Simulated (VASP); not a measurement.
Energy against volume of PtAl$_{2}$ (fluorite). All values below come from PBE GGA, VASP's PBE PAW potentials (set 64) (plane waves; VASP).

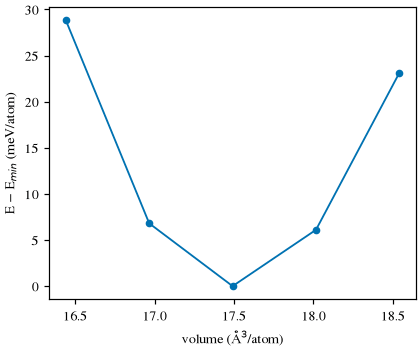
Figure. Energy against volume

Q: Estimate the equilibrium volume and the bulk modulus.

A: The minimum lies near 17.5 Å³/atom, and the curvature gives B0 of about 130 GPa.

The compound is PtAl2 in the fluorite structure. It was relaxed first.
